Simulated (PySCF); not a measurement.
System: C5H9FSi (SMILES C#CC[C@H](F)[SiH2]C).

Input file:

```
{"job": {"kind": "uv", "xc": "PBE0", "basis": "def2-SVPD", "nstates": 8, "ntriplets": 3}, "charge": 0, "multiplicity": 1}
C      3.203436     0.363827     0.503856
C      2.326156    -0.384798     0.185128
C      1.269910    -1.304261    -0.174876
C     -0.066991    -0.870154     0.426510
F     -0.990169    -1.889584     0.190160
Si    -0.775996     0.761657    -0.313228
C     -2.478246     1.052648     0.463999
H      3.977279     1.019698     0.769976
H      1.182129    -1.351480    -1.263933
H      1.525129    -2.305434     0.189572
H      0.027057    -0.820189     1.518432
H     -0.884454     0.564717    -1.763029
H      0.173180     1.832148     0.002328
H     -3.123048     0.188266     0.329981
H     -2.970488     1.906943     0.009913
H     -2.402483     1.244939     1.530951
```

Command:

```sh
OMP_NUM_THREADS=1 python probes_run.py task.json out
```

Geometry: GFN2-xTB.

Level of theory: PBE0/def2-SVPD, SCF density, gas phase (PySCF 2.14.0).

### What will maps of the electron density and electron localisation function show?

C–C (1.20 Å): ρ is about 2.7 e/Å³ halfway; the ELF peaks at about 0.80 between the atoms: a multiple bond.
C–F (1.40 Å): ρ at the midpoint is about 2 e/Å³, with its minimum of 1.5 e/Å³ about 0.5 Å from C; the ELF peaks at about 0.85 between the atoms (a shared but strongly polarised pair).
C–H (1.05 Å): ρ is about 2.1 e/Å³ halfway; the ELF climbs to about 1 towards the hydrogen, as it does in any bond to H: a covalent bond by its length.

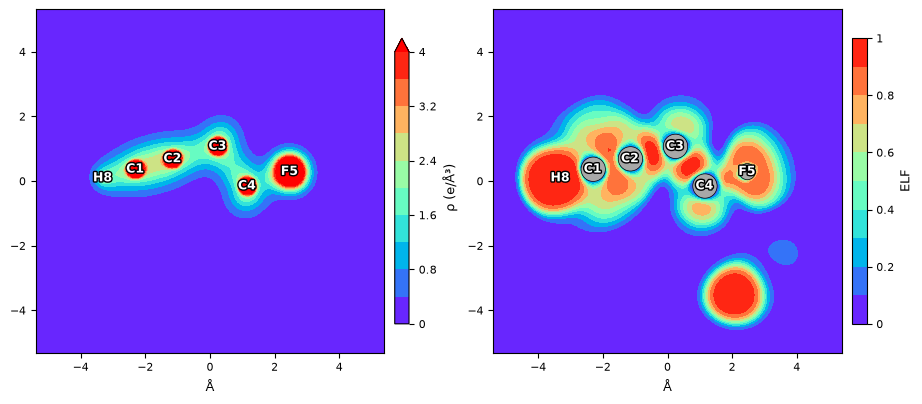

Computed electron density and electron localisation function on the plane of atoms C2, C3 and C4, in this order. Grey discs cover the atomic cores in the ELF map. 
